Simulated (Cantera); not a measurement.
Charge: 1 mol AlN, 0.11 mol H₂, at 1.00 bar.

Equilibrium computed with Cantera from the NASA thermochemical tables; the gas is ideal and each condensed phase is pure. Candidate condensed phases: Al, AlN; 13 gas species. Kinetics and transport are ignored.

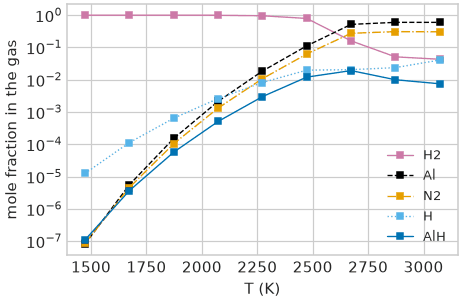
Equilibrium gas composition (values under 1e-9 drawn at 1e-9)

From 1473 K to 2673 K the condensed part is AlN(s). From 2873 K to 3073 K nothing is condensed. The main Al-bearing gas is AlH at 1473 K and Al at 3073 K.
